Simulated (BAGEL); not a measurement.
# One shape, several levels: triplet Si2H5F

Wanted: a comparison of 4 runs (UHF/STO-3G, ROHF/6-31G*, UHF/6-31G*, ROHF/cc-pVDZ) of triplet Si2H5F. 

Program for the calculation: BAGEL 1.2.2.

1 further run of the same task is left out (it didn't finish).

### 1 Starting point

The species is Si2H5F (8 atoms), meant as a triplet with charge 0. SMILES of the parent species: `F[SiH2][SiH3]`. The shape is that of a PBE0-D4/def2-TZVP optimisation. That shape belongs to the parent species and isn't relaxed for this state.

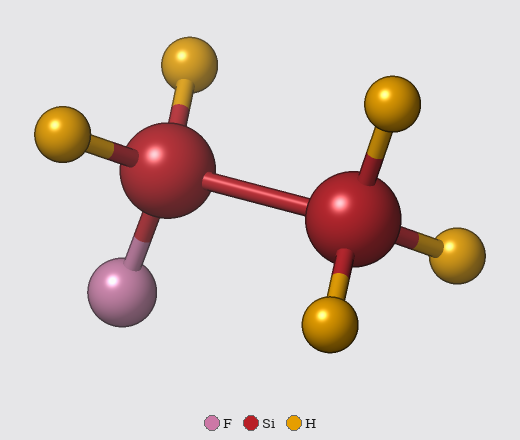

Viewed from a chosen angle; fluorine pink, silicon red, hydrogen amber.

### 2 A single-point energy at UHF/STO-3G (density fitting with qzvpp-jkfit) (run 1)

input.json

```json
{ "bagel": [

{
  "title": "molecule",
  "basis": "sto-3g",
  "df_basis": "qzvpp-jkfit",
  "angstrom": true,
  "geometry": [
    { "atom": "F", "xyz": [   -2.015200,    0.986100,   -0.226800 ] },
    { "atom": "Si", "xyz": [   -0.575400,    0.581100,   -0.813600 ] },
    { "atom": "Si", "xyz": [    0.633500,   -0.611200,    0.800400 ] },
    { "atom": "H", "xyz": [   -0.798700,   -0.237500,   -2.033900 ] },
    { "atom": "H", "xyz": [    0.125700,    1.834700,   -1.195700 ] },
    { "atom": "H", "xyz": [    0.849500,    0.218200,    2.015100 ] },
    { "atom": "H", "xyz": [    1.955700,   -0.971100,    0.218900 ] },
    { "atom": "H", "xyz": [   -0.082900,   -1.857400,    1.179800 ] }
  ]
},
{
  "title": "uhf",
  "charge": 0,
  "nopen": 2
},
{
  "title": "print",
  "file": "orbitals.molden",
  "orbitals": true
}

]}
```

Started as:

```console
BAGEL_NUM_THREADS=1 BAGEL input.json > input.out
```

The log of the run:

```text
* using 1 threads per process

  ===============================================================
  ===============================================================

  *** Geometry ***

  { "atom" : "F", "xyz" : [     -3.808176,      1.863459,     -0.428590 ] },
  { "atom" : "Si", "xyz" : [     -1.087348,      1.098120,     -1.537481 ] },
  { "atom" : "Si", "xyz" : [      1.197142,     -1.155001,      1.512537 ] },
  { "atom" : "H", "xyz" : [     -1.509324,     -0.448810,     -3.843514 ] },
  { "atom" : "H", "xyz" : [      0.237539,      3.467081,     -2.259546 ] },
  { "atom" : "H", "xyz" : [      1.605322,      0.412338,      3.807987 ] },
  { "atom" : "H", "xyz" : [      3.695737,     -1.835113,      0.413661 ] },
  { "atom" : "H", "xyz" : [     -0.156658,     -3.509977,      2.229499 ] },

  Number of auxiliary basis functions:      423

  Since a DF basis is specified, we compute 2- and 3-index integrals:
    o Being stored without compression. Storage requirement is 0.003 GB

  Number of basis functions:       28
  Number of electrons      :       42

    * METHOD: MOLECULE                             0.12

  *** Open-shell HF ***

  === Nuclear Repulsion ===
   151.9234568698

      * DIIS with orbital gradients will be used.

  === UHF iteration (sto-3g) ===
      0       -671.69914189          0.02544805           0.03
      1       -671.79695442          0.01245348           0.02
      2       -671.81866237          0.00410362           0.03
      3       -671.82450162          0.00229489           0.02
      4       -671.82941930          0.00096214           0.03
      5       -671.83054486          0.00054813           0.02
      6       -671.83083105          0.00019619           0.03
      7       -671.83086454          0.00012506           0.02
      8       -671.83088106          0.00004826           0.02
      9       -671.83088357          0.00001870           0.02
     10       -671.83088403          0.00000677           0.02
     11       -671.83088408          0.00000261           0.02
     12       -671.83088410          0.00000061           0.02
     13       -671.83088410          0.00000036           0.02
     14       -671.83088410          0.00000019           0.02
     15       -671.83088410          0.00000005           0.02
     16       -671.83088410          0.00000003           0.02
     17       -671.83088410          0.00000001           0.02
     18       -671.83088410          0.00000000           0.02
    * SCF iteration converged.

    * S^2 (UHF) is 2.0044

    * Permanent dipole moment:
           (   -0.253633,     0.063903,     0.121985) a.u.

    * METHOD: UHF                                  0.53

    * METHOD: PRINT                                0.00

  ===============================================================
```

Wall time 0.8 s (1 thread of Arm Neoverse V1, shared host).

### 3 The energy at ROHF/6-31G(d) (density fitting with qzvpp-jkfit, spherical functions) (run 2)

hf.json

```json
{ "bagel" : [

{
  "title" : "molecule",
  "basis" : "6-31gs.json",
  "df_basis" : "qzvpp-jkfit",
  "angstrom" : "true",
  "geometry" : [
    { "atom" : "F", "xyz" : [      -2.015200,       0.986100,      -0.226800 ] },
    { "atom" : "Si", "xyz" : [      -0.575400,       0.581100,      -0.813600 ] },
    { "atom" : "Si", "xyz" : [       0.633500,      -0.611200,       0.800400 ] },
    { "atom" : "H", "xyz" : [      -0.798700,      -0.237500,      -2.033900 ] },
    { "atom" : "H", "xyz" : [       0.125700,       1.834700,      -1.195700 ] },
    { "atom" : "H", "xyz" : [       0.849500,       0.218200,       2.015100 ] },
    { "atom" : "H", "xyz" : [       1.955700,      -0.971100,       0.218900 ] },
    { "atom" : "H", "xyz" : [      -0.082900,      -1.857400,       1.179800 ] }
  ]
},

{
  "title" : "rohf",
  "nopen" : 2
},

{
  "title" : "print",
  "file" : "orbitals.molden",
  "orbitals" : "true"
}

]}
```

The basis set 6-31G* is read from a file made from the Basis Set Exchange's data (not shown).

Started as:

```console
BAGEL_NUM_THREADS=1 BAGEL hf.json > hf.out
```

The log of the run:

```text
* using 1 threads per process

  ===============================================================
  ===============================================================

  *** Geometry ***

  { "atom" : "F", "xyz" : [     -3.808176,      1.863459,     -0.428590 ] },
  { "atom" : "Si", "xyz" : [     -1.087348,      1.098120,     -1.537481 ] },
  { "atom" : "Si", "xyz" : [      1.197142,     -1.155001,      1.512537 ] },
  { "atom" : "H", "xyz" : [     -1.509324,     -0.448810,     -3.843514 ] },
  { "atom" : "H", "xyz" : [      0.237539,      3.467081,     -2.259546 ] },
  { "atom" : "H", "xyz" : [      1.605322,      0.412338,      3.807987 ] },
  { "atom" : "H", "xyz" : [      3.695737,     -1.835113,      0.413661 ] },
  { "atom" : "H", "xyz" : [     -0.156658,     -3.509977,      2.229499 ] },

  Number of auxiliary basis functions:      423

  Since a DF basis is specified, we compute 2- and 3-index integrals:
    o Being stored without compression. Storage requirement is 0.012 GB

  Number of basis functions:       60
  Number of electrons      :       42

    * METHOD: MOLECULE                             0.16

  *** Open-shell HF ***

  === Nuclear Repulsion ===
   151.9234568698

      * DIIS with orbital gradients will be used.

  === ROHF iteration (6-31gs.json) ===
      0       -679.79758914          0.04211020           0.06
      1       -679.90329397          0.03194485           0.06
      2       -679.94752108          0.02101493           0.06
      3       -679.98117805          0.00204791           0.06
      4       -679.98291671          0.00081133           0.06
      5       -679.98343858          0.00031378           0.06
      6       -679.98361383          0.00013973           0.06
      7       -679.98367967          0.00009815           0.06
      8       -679.98372159          0.00005344           0.06
      9       -679.98373432          0.00003288           0.06
     10       -679.98373639          0.00001723           0.06
     11       -679.98373777          0.00000652           0.06
     12       -679.98373823          0.00000216           0.06
     13       -679.98373837          0.00000087           0.06
     14       -679.98373840          0.00000045           0.06
     15       -679.98373840          0.00000028           0.06
     16       -679.98373841          0.00000021           0.06
     17       -679.98373841          0.00000010           0.06
     18       -679.98373841          0.00000005           0.06
     19       -679.98373841          0.00000003           0.06
     20       -679.98373841          0.00000001           0.06
     21       -679.98373841          0.00000001           0.06
    * SCF iteration converged.

    * S^2 (ROHF) is 2.0000

    * Permanent dipole moment:
           (   -0.869140,     0.479719,    -0.225039) a.u.

    * METHOD: ROHF                                 1.42

    * METHOD: PRINT                                0.01

  ===============================================================
```

It took 1.8 s on 1 thread of Arm Neoverse V1, shared host.

### 4 A single-point energy at UHF/6-31G(d) (density fitting with qzvpp-jkfit, spherical functions) (run 3)

calc.json

```json
{ "bagel" : [

{
  "title" : "molecule",
  "basis" : "6-31gs.json",
  "df_basis" : "qzvpp-jkfit",
  "angstrom" : true,
  "geometry" : [
    { "atom" : "F", "xyz" : [      -2.015200,       0.986100,      -0.226800 ] },
    { "atom" : "Si", "xyz" : [      -0.575400,       0.581100,      -0.813600 ] },
    { "atom" : "Si", "xyz" : [       0.633500,      -0.611200,       0.800400 ] },
    { "atom" : "H", "xyz" : [      -0.798700,      -0.237500,      -2.033900 ] },
    { "atom" : "H", "xyz" : [       0.125700,       1.834700,      -1.195700 ] },
    { "atom" : "H", "xyz" : [       0.849500,       0.218200,       2.015100 ] },
    { "atom" : "H", "xyz" : [       1.955700,      -0.971100,       0.218900 ] },
    { "atom" : "H", "xyz" : [      -0.082900,      -1.857400,       1.179800 ] }
  ]
},

{ "title" : "uhf", "nopen" : 2 },

{ "title" : "print", "file" : "orbitals.molden", "orbitals" : true }

]}
```

The basis set 6-31G* is read from a file made from the Basis Set Exchange's data (not shown).

Started as:

```console
BAGEL_NUM_THREADS=1 BAGEL calc.json > calc.out
```

The log of the run:

```text
* using 1 threads per process

  ===============================================================
  ===============================================================

  *** Geometry ***

  { "atom" : "F", "xyz" : [     -3.808176,      1.863459,     -0.428590 ] },
  { "atom" : "Si", "xyz" : [     -1.087348,      1.098120,     -1.537481 ] },
  { "atom" : "Si", "xyz" : [      1.197142,     -1.155001,      1.512537 ] },
  { "atom" : "H", "xyz" : [     -1.509324,     -0.448810,     -3.843514 ] },
  { "atom" : "H", "xyz" : [      0.237539,      3.467081,     -2.259546 ] },
  { "atom" : "H", "xyz" : [      1.605322,      0.412338,      3.807987 ] },
  { "atom" : "H", "xyz" : [      3.695737,     -1.835113,      0.413661 ] },
  { "atom" : "H", "xyz" : [     -0.156658,     -3.509977,      2.229499 ] },

  Number of auxiliary basis functions:      423

  Since a DF basis is specified, we compute 2- and 3-index integrals:
    o Being stored without compression. Storage requirement is 0.012 GB

  Number of basis functions:       60
  Number of electrons      :       42

    * METHOD: MOLECULE                             0.16

  *** Open-shell HF ***

  === Nuclear Repulsion ===
   151.9234568698

      * DIIS with orbital gradients will be used.

  === UHF iteration (6-31gs.json) ===
      0       -679.79758914          0.04211020           0.06
      1       -679.90658640          0.03174462           0.06
      2       -679.95072054          0.02084940           0.06
      3       -679.98338923          0.00183162           0.06
      4       -679.98506543          0.00076859           0.06
      5       -679.98552111          0.00035364           0.06
      6       -679.98571766          0.00016036           0.06
      7       -679.98578468          0.00010389           0.06
      8       -679.98582835          0.00005351           0.06
      9       -679.98583902          0.00003369           0.06
     10       -679.98584235          0.00001990           0.06
     11       -679.98584399          0.00000925           0.06
     12       -679.98584420          0.00000473           0.06
     13       -679.98584427          0.00000246           0.06
     14       -679.98584428          0.00000123           0.06
     15       -679.98584428          0.00000047           0.06
     16       -679.98584428          0.00000030           0.06
     17       -679.98584428          0.00000008           0.06
     18       -679.98584428          0.00000003           0.06
     19       -679.98584428          0.00000002           0.06
     20       -679.98584428          0.00000001           0.06
     21       -679.98584428          0.00000001           0.06
    * SCF iteration converged.

    * S^2 (UHF) is 2.0064

    * Permanent dipole moment:
           (   -0.876380,     0.480296,    -0.218213) a.u.

    * METHOD: UHF                                  1.40

    * METHOD: PRINT                                0.01

  ===============================================================
```

Wall time 1.7 s (1 thread of Arm Neoverse V1, shared host).

### 5 The energy at ROHF/cc-pVDZ (density fitting with qzvpp-jkfit) (run 4)

Edit input.json of step 2 so:

```diff
@@ -4,3 +4,3 @@
   "title": "molecule",
-  "basis": "sto-3g",
+  "basis": "cc-pvdz.json",
   "df_basis": "qzvpp-jkfit",
@@ -19,4 +19,3 @@
 {
-  "title": "uhf",
-  "charge": 0,
+  "title": "rohf",
   "nopen": 2
```

The basis set cc-pVDZ is read from a file made from the Basis Set Exchange's data (not shown).

Started as:

```console
BAGEL_NUM_THREADS=1 BAGEL input.json > input.out
```

The log of the run:

```text
* using 1 threads per process

  ===============================================================
  ===============================================================

  *** Geometry ***

  { "atom" : "F", "xyz" : [     -3.808176,      1.863459,     -0.428590 ] },
  { "atom" : "Si", "xyz" : [     -1.087348,      1.098120,     -1.537481 ] },
  { "atom" : "Si", "xyz" : [      1.197142,     -1.155001,      1.512537 ] },
  { "atom" : "H", "xyz" : [     -1.509324,     -0.448810,     -3.843514 ] },
  { "atom" : "H", "xyz" : [      0.237539,      3.467081,     -2.259546 ] },
  { "atom" : "H", "xyz" : [      1.605322,      0.412338,      3.807987 ] },
  { "atom" : "H", "xyz" : [      3.695737,     -1.835113,      0.413661 ] },
  { "atom" : "H", "xyz" : [     -0.156658,     -3.509977,      2.229499 ] },

  Number of auxiliary basis functions:      423

  Since a DF basis is specified, we compute 2- and 3-index integrals:
    o Being stored without compression. Storage requirement is 0.019 GB

  Number of basis functions:       75
  Number of electrons      :       42

    * METHOD: MOLECULE                             0.16

  *** Open-shell HF ***

  === Nuclear Repulsion ===
   151.9234568698

      * DIIS with orbital gradients will be used.

  === ROHF iteration (cc-pvdz.json) ===
      0       -679.84731292          0.02575182           0.08
      1       -679.95141852          0.01911598           0.08
      2       -679.99237411          0.01185169           0.08
      3       -680.02284837          0.00225301           0.08
      4       -680.02547345          0.00068092           0.08
      5       -680.02616359          0.00026882           0.08
      6       -680.02638401          0.00015538           0.08
      7       -680.02646498          0.00010827           0.08
      8       -680.02652721          0.00005365           0.08
      9       -680.02654010          0.00002765           0.08
     10       -680.02654299          0.00001765           0.08
     11       -680.02654327          0.00000796           0.08
     12       -680.02654348          0.00000291           0.08
     13       -680.02654399          0.00000100           0.08
     14       -680.02654410          0.00000039           0.08
     15       -680.02654415          0.00000022           0.08
     16       -680.02654416          0.00000009           0.08
     17       -680.02654418          0.00000005           0.08
     18       -680.02654418          0.00000002           0.08
     19       -680.02654418          0.00000002           0.08
     20       -680.02654418          0.00000001           0.08
     21       -680.02654418          0.00000001           0.08
    * SCF iteration converged.

    * S^2 (ROHF) is 2.0000

    * Permanent dipole moment:
           (   -0.807082,     0.412123,    -0.127591) a.u.

    * METHOD: ROHF                                 1.87

    * METHOD: PRINT                                0.01

  ===============================================================
```

It took 2.2 s on 1 thread of Arm Neoverse V1, shared host; peak memory 0.094 GiB.

### 6 All runs side by side

| run | level | energy (Eh) | dipole moment (D) | ⟨S²⟩ | wall time |
| --- | --- | --- | --- | --- | --- |
| 1 | UHF/STO-3G (density fitting with qzvpp-jkfit) | -671.830884 | 0.73 | 2.004 | 0.8 s |
| 2 | ROHF/6-31G* (density fitting with qzvpp-jkfit, spherical functions) | -679.983738 | 2.59 | 2.000 | 1.8 s |
| 3 | UHF/6-31G* (density fitting with qzvpp-jkfit, spherical functions) | -679.985844 | 2.60 | 2.006 | 1.7 s |
| 4 | ROHF/cc-pVDZ (density fitting with qzvpp-jkfit) | -680.026544 | 2.33 | 2.000 | 2.2 s |

### 7 What came out

| quantity | value |
| --- | --- |
| run 4: total energy | -680.02654 Eh |
| run 4: dipole moment | 2.33 D |
| run 4: ⟨S²⟩ | 2.000 |

What this shows: The dipole moment (its size) runs from 0.73 D (UHF/STO-3G) to 2.60 D (UHF/6-31G*). In run 1 the basis is minimal, so the values are rough. All runs together took 6.5 s, the longest 2.2 s.
